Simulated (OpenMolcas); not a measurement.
# One shape, several levels: AlNH3OF (SMILES [NH2][Al]([OH])[F])

Aim: a comparison of 6 runs (HF/cc-pVDZ, B3LYP/6-31G*, B2PLYP/cc-pVDZ, BHLYP/cc-pVDZ, TPSS/cc-pVDZ, CCSD(T)/cc-pVDZ) of AlNH3OF. 

Program for the calculation: OpenMolcas 26.06.

## Step 1: The molecule

AlNH3OF has 7 atoms, charge 0, and is taken as a singlet. As SMILES, `[NH2][Al]([OH])[F]`. The coordinates come from a PBE0-D4/def2-TZVP relaxation. This is one conformer, not always the lowest.

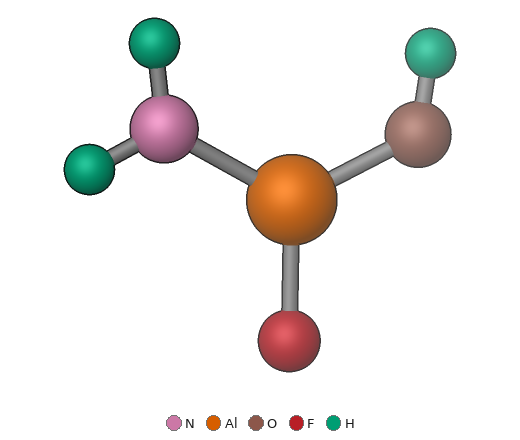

Viewed from a chosen angle; nitrogen pink, aluminium orange, oxygen brown, fluorine red, hydrogen teal.

## Step 2: Energy and forces at HF/cc-pVDZ (run 1)

mol.xyz

```xyz
7

N     -0.569800     0.926800    -0.530800
Al    -0.133300    -0.630000     0.151800
O      1.368400    -1.004200     0.819000
F     -1.265600    -1.822100     0.146500
H     -1.473200     1.130200    -0.925100
H      0.029600     1.732300    -0.586700
H      2.105200    -0.401000     0.879500
```

calc.input

```
>>> EXPORT MOLCAS_PRINT=2

&GATEWAY
  BasLib=$CurrDir
  Coord=mol.xyz
  Basis=cc-pVDZ
  Group=NoSym

&SEWARD

&SCF
  Thresholds=1e-10 1e-07 1e-07 1e-05
  PrOrbitals=1 1

&ALASKA
```

The basis set cc-pVDZ is read from a file made from the Basis Set Exchange's data (not shown).

Run with:

```
export MOLCAS_MEM=1860
pymolcas calc.input > calc.log
```

What it wrote:

```text
--- Start Module: gateway ---
[...]
--- Stop Module: gateway /rc=_RC_ALL_IS_WELL_ ---
[...]
      Basis functions           75
[...]
--- Start Module: scf ---
[...]
       Convergence after  13 Iterations
[...]
::    Total SCF energy                               -472.5899445095
[...]
      Total spin, S                                     0.0000000000
[...]
      Total electronic charge=   40.000000
      Total            charge=   -0.000000
[...]
      Dipole Moment (debye):
      Origin of the operator (angstrom)=   -0.1654   -0.6610    0.1507
                   X=  1.2798E+00               Y=  3.5295E+00               Z= -7.3329E-01           Total=  3.8253E+00
      Quadrupole Moment (debye*angstrom):
[...]
 *              Molecular gradients               *
 **************************************************
  Irreducible representation: a
 ------------------------------------------------------------------------------------------
                              X                       Y                       Z
 ------------------------------------------------------------------------------------------
  N1                2.25864456761360E-03   -8.24232730640873E-03    3.60343350609638E-03
  AL2              -2.49833352199502E-03   -9.08366077145395E-03    2.15655458854402E-03
  O3               -2.12076785205717E-02   -8.19407269496697E-03   -4.84035331090560E-03
  F4                1.28118002602982E-02    1.30847293023084E-02    1.97157205734787E-04
  H5               -4.12705811772884E-03   -1.15259042194227E-04   -1.45091447987999E-03
  H6                3.36532621663643E-03    2.75060752630552E-03    2.83764716489332E-04
  H7                9.39729911581022E-03    9.79998298645102E-03    5.03577738933947E-05
 ------------------------------------------------------------------------------------------
[...]
```

It took 8.4 s on 1 thread of Intel Xeon Platinum 8259CL at 2.50GHz (Skylake/Cascade Lake), shared host; peak memory 0.43 GiB.

## Step 3: Energy and forces at B3LYP/6-31G(d) (Cartesian functions) (run 2)

run.input

```
&gateway
 baslib=$CurrDir
 coord
 7
 bohr
 N     -1.07676595     1.75139817    -1.00306663
 Al    -0.25190049    -1.19052746     0.28686043
 O      2.58590123    -1.89766297     1.54768570
 F     -2.39163738    -3.44326997     0.27684488
 H     -2.78394453     2.13576847    -1.74818564
 H      0.05593589     3.27357257    -1.10870232
 H      3.97825144    -0.75778018     1.66201413
 basis=6-31Gs
 group=NoSym

&seward
 gridinput
 Grid=UltraFine
 End of Grid

&scf
 ksdft=B3LYP
 thresholds=1e-10 1e-07 1e-07 1e-05
 prorbitals=1

&alaska
```

The basis set 6-31G* is read from a file made from the Basis Set Exchange's data (not shown).

Run with:

```
export MOLCAS_MEM=1860
pymolcas run.input > run.log
```

What it wrote:

```text
--- Start Module: gateway ---
[...]
--- Stop Module: gateway /rc=_RC_ALL_IS_WELL_ ---
[...]
      Basis functions           70
[...]
--- Start Module: scf ---
[...]
       Convergence after  14 Iterations
[...]
::    Total KS-DFT energy                            -474.2085088325
[...]
      Total spin, S                                     0.0000000000
[...]
      Total electronic charge=   40.000000
      Total            charge=   -0.000000
[...]
      Dipole Moment (debye):
      Origin of the operator (angstrom)=   -0.1654   -0.6610    0.1507
                   X=  1.1228E+00               Y=  3.2617E+00               Z= -6.9933E-01           Total=  3.5197E+00
      Quadrupole Moment (debye*angstrom):
[...]
 *              Molecular gradients               *
 **************************************************
  Irreducible representation: a
 ------------------------------------------------------------------------------------------
                              X                       Y                       Z
 ------------------------------------------------------------------------------------------
  N1                1.07344392132891E-04   -1.85085103319516E-03    6.67750605278350E-04
  AL2               3.32543466809720E-03    6.42036852420702E-04    9.75937392762527E-04
  O3               -2.22463642021076E-03    8.35347786065022E-03   -3.62596138835070E-03
  F4                3.50372747091576E-03    4.11705107830507E-03   -1.27929358313017E-04
  H5                4.51388896914162E-03   -1.10235044378371E-03    1.99795688111815E-03
  H6               -2.86989374774116E-03   -4.38775872600727E-03    4.45827143664090E-04
  H7               -6.35586533222643E-03   -5.77160558831391E-03   -3.33581276133588E-04
 ------------------------------------------------------------------------------------------
[...]
```

Run time: 26 s. Hardware: 1 thread of Intel Xeon Platinum 8259CL at 2.50GHz (Skylake/Cascade Lake), shared host; peak memory 0.42 GiB.

Runs 3 to 4 aren't shown in full; the table further down has their settings and results.

## Step 4: Energy and forces at TPSS/cc-pVDZ (run 5)

input.xyz

```xyz
7

N     -0.569800     0.926800    -0.530800
Al    -0.133300    -0.630000     0.151800
O      1.368400    -1.004200     0.819000
F     -1.265600    -1.822100     0.146500
H     -1.473200     1.130200    -0.925100
H      0.029600     1.732300    -0.586700
H      2.105200    -0.401000     0.879500
```

mol.inp

```
>>> EXPORT MOLCAS_PRINT=2
&GATEWAY
BasLib=$CurrDir
Coord=input.xyz
Basis=cc-pVDZ
Group=NoSym
&SEWARD
GridInput
Grid=UltraFine
End of Grid
&SCF
KSDFT=2
1.0 MGGA_X_TPSS
1.0 MGGA_C_TPSS
Thresholds=1e-10 1e-07 1e-07 1e-05
PrOrbitals=0
&ALASKA
```

The basis set cc-pVDZ is read from a file made from the Basis Set Exchange's data (not shown).

Run with:

```
export MOLCAS_MEM=1860
pymolcas mol.inp > mol.log
```

What it wrote:

```text
--- Start Module: gateway ---
[...]
--- Stop Module: gateway /rc=_RC_ALL_IS_WELL_ ---
[...]
      Basis functions           75
[...]
--- Start Module: scf ---
[...]
       Convergence after  15 Iterations
[...]
::    Total KS-DFT energy                            -474.2474906006
[...]
      Total spin, S                                     0.0000000000
[...]
      Total electronic charge=   40.000000
      Total            charge=   -0.000000
[...]
      Dipole Moment (debye):
      Origin of the operator (angstrom)=   -0.1654   -0.6610    0.1507
                   X=  1.1776E+00               Y=  3.1933E+00               Z= -6.5610E-01           Total=  3.4661E+00
      Quadrupole Moment (debye*angstrom):
[...]
 *              Molecular gradients               *
 **************************************************
  Irreducible representation: a
 ------------------------------------------------------------------------------------------
                              X                       Y                       Z
 ------------------------------------------------------------------------------------------
  N1                2.82312319514366E-04    5.31866639211565E-04   -7.64470302643261E-05
  AL2              -4.62421765888177E-03   -1.69984984768687E-02    4.07220779707407E-03
  O3               -1.01691537479951E-02    1.59749988860138E-02   -9.06765530671283E-03
  F4                2.23453314609987E-02    2.36282559537528E-02    6.90108542582071E-05
  H5                1.10070714699360E-02   -3.10638544285302E-03    5.01482829577116E-03
  H6               -7.06176617058007E-03   -1.02496957368654E-02    9.14733342560203E-04
  H7               -1.17795776729563E-02   -9.78054182239774E-03   -9.26677952642674E-04
 ------------------------------------------------------------------------------------------
[...]
```

It took 43 s on 1 thread of Intel Xeon Platinum 8259CL at 2.50GHz (Skylake/Cascade Lake), shared host; peak memory 0.43 GiB.

## Step 5: A single-point energy at CCSD(T)/cc-pVDZ (run 6)

run.input

```
* AlFH3NO CCSD(T)

&gateway
  baslib = $CurrDir
  coord
  7
  angstrom
  N       -0.569800       0.926800      -0.530800
  Al      -0.133300      -0.630000       0.151800
  O        1.368400      -1.004200       0.819000
  F       -1.265600      -1.822100       0.146500
  H       -1.473200       1.130200      -0.925100
  H        0.029600       1.732300      -0.586700
  H        2.105200      -0.401000       0.879500
  basis = cc-pVDZ
  group = NoSym

&seward

&scf
  thresholds = 1e-10 1e-07 1e-07 1e-05
  prorbitals = 1

&rasscf
  fileorb = $Project.ScfOrb
  spin = 1
  nactel = 0 0 0
  inactive = 20
  ras2 = 0
  outorbitals = Canonical
  orblisting = Few

&motra
  jobiph
  frozen = 8

&ccsdt
  cct
  triples = 2
  iterations = 80
  accuracy = 1e-08
  extrapolation = 5 4
```

The basis set cc-pVDZ is read from a file made from the Basis Set Exchange's data (not shown).

Run with:

```
export MOLCAS_MEM=1860
pymolcas run.input > run.log
```

What it wrote:

```text
--- Start Module: gateway ---
[...]
--- Stop Module: gateway /rc=_RC_ALL_IS_WELL_ ---
[...]
      Basis functions           75
[...]
       Convergence after  13 Iterations
[...]
::    Total SCF energy                               -472.5899445095
[...]
      Total spin, S                                     0.0000000000
[...]
      Number of active orbitals                  0
[...]
      Spin quantum number                      0.0
[...]
      Active orbitals                            0
[...]
      Number of CSFs                             1
[...]
      Number of root(s) required                 1
[...]
      Convergence after  4 iterations
[...]
      Natural orbitals and occupation numbers for root  1
      ************************************************************************************************************************
      *                                                    Final results                                                     *
      ************************************************************************************************************************
[...]
::    RASSCF root number  1 Total energy:   -472.58994451
[...]
      Total electronic charge=   40.000000
      Total            charge=   -0.000000
[...]
      Dipole Moment (debye):
      Origin of the operator (angstrom)=   -0.1654   -0.6610    0.1507
                   X=  1.2798E+00               Y=  3.5295E+00               Z= -7.3329E-01           Total=  3.8253E+00
      Quadrupole Moment (debye*angstrom):
[...]
--- Start Module: motra ---
[...]
--- Stop Module: motra /rc=_RC_ALL_IS_WELL_ ---
--- Start Module: ccsdt ---
[...]
      Convergence after                    15  Iterations
      Total energy (diff) :    -473.21666210      -0.00000001
[...]
 METHOD                       : CCSD+T(CCSD)+<T3(1)WT1> = CCSD(T)
[...]
       CCSD     =      -473.2166621032803
[...]
```

Run time: 43 s. Hardware: 1 thread of Intel Xeon Platinum 8259CL at 2.50GHz (Skylake/Cascade Lake), shared host; peak memory 0.43 GiB.

## Step 6: Overview of the runs

| run | level | Cartesian functions | integration grid | energy (Eh) | dipole moment (D) of the reference | HOMO energy (eV) | LUMO energy (eV) | wall time |
| --- | --- | --- | --- | --- | --- | --- | --- | --- |
| 1 | HF/cc-pVDZ | no | – | -472.589945 | 3.83 | -11.19 | 2.99 | 8.4 s |
| 2 | B3LYP/6-31G* (Cartesian functions) | yes | UltraFine | -474.208509 | 3.52 | -7.03 | -0.44 | 26 s |
| 3 | B2PLYP/cc-pVDZ | no | UltraFine | -473.909552 | 3.68 | -8.83 | 0.99 | 22 s |
| 4 | BHLYP/cc-pVDZ | no | UltraFine | -474.115670 | 3.69 | -8.87 | 0.68 | 28 s |
| 5 | TPSS/cc-pVDZ | no | UltraFine | -474.247491 | 3.47 | -6.02 | -0.78 | 43 s |
| 6 | CCSD(T)/cc-pVDZ | no | – | -473.228453 | 3.83 | -11.19 | 2.99 | 43 s |

## Step 7: Summary of results

| quantity | value |
| --- | --- |
| run 6: total energy | -473.22845 Eh |
| run 6: dipole moment (mean-field density) | 3.83 D |
| run 6: HOMO energy (Hartree–Fock orbitals) | -11.19 eV |
| run 6: LUMO energy (Hartree–Fock orbitals) | 2.99 eV |
| run 6: HOMO–LUMO gap (Hartree–Fock orbitals) | 14.18 eV |
| run 6: correlation energy (8 core orbitals frozen) | -638.5 mEh |
| run 6: (T) correction | -11.79 mEh |

Over runs 1, 2, 3, 4, 5 the dipole moment (its size) runs from 3.47 D (TPSS/cc-pVDZ) to 3.83 D (HF/cc-pVDZ). Over runs 1, 2, 3, 4, 5 the HOMO–LUMO gap runs from 5.24 eV (TPSS/cc-pVDZ) to 14.18 eV (HF/cc-pVDZ). Exact exchange widens orbital gaps. For B2PLYP the log adds the whole second-order term; the table takes 0.27 of it, as the functional is defined. Totals of different functionals can't be ranked against each other. All runs together took 2.8 min, the longest 43 s.
